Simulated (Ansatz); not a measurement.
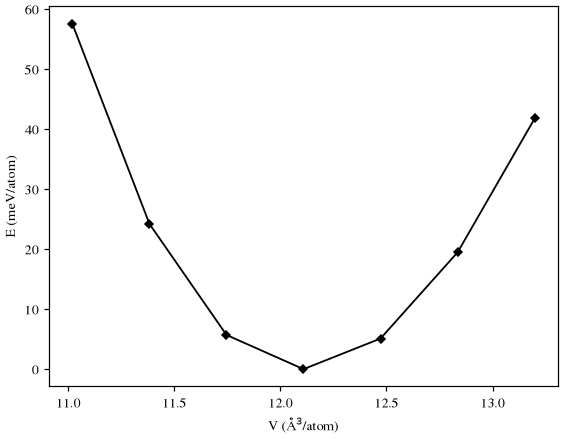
Figure. AlNi (CsCl type, Pm-3m) under volume change, PBE in the plane-wave PAW code Ansatz, scaled uniformly.

**Question.** What does a third-order Birch–Murnaghan fit give for V₀, B₀ and B′?

**Answer.** V₀ = 12.11 Å³/atom, B₀ = 159 GPa, B′ = 4.3.

The PBE relaxation kept the symmetry of its start. The workflow began spin-polarised and lost its moments.

Potentials: the later of the program's two PAW sets.
